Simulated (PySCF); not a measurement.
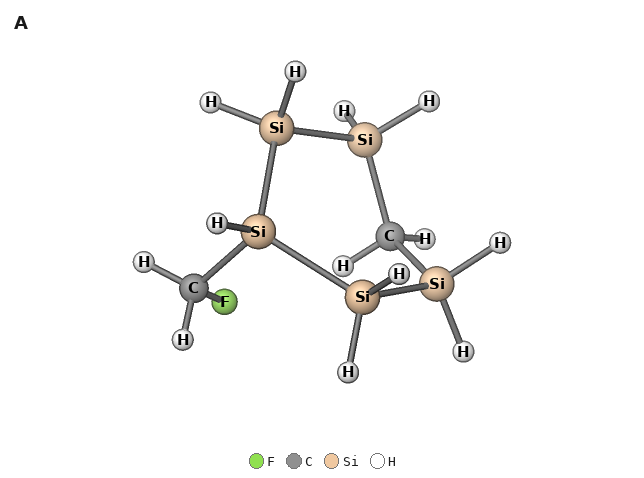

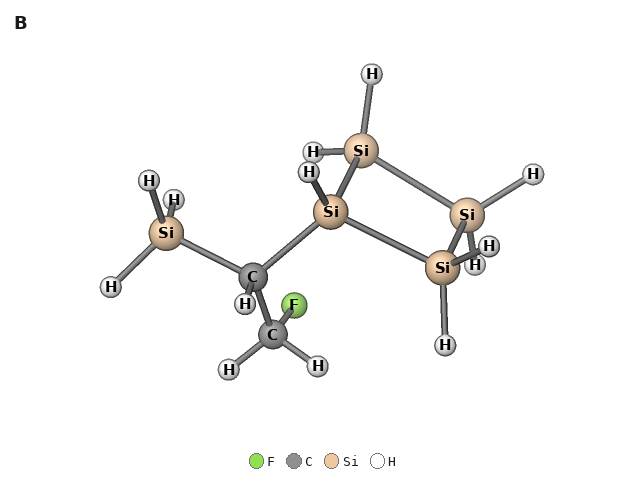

2 stationary structures of one formula. Geometries: GFN2-xTB. Electronic energies: PBE0/pcSseg-1 (PySCF 2.14.0), without zero-point energy. No frequency run is at hand to confirm each as a minimum. Each is one conformer, not always the lowest.

Which structure is the most stable?

Answer. A is lowest; B lies 64.6 kJ/mol above it. A is `FC[SiH]1[SiH2][SiH2]C[SiH2][SiH2]1`, B is `FC[C@H]([SiH3])[SiH]1[SiH2][SiH2][SiH2]1`.

The geometry is semi-empirical. Around Si such bond lengths and angles can be off by a tenth of an ångström or more and by several degrees, and values that hang on the shape move with them.
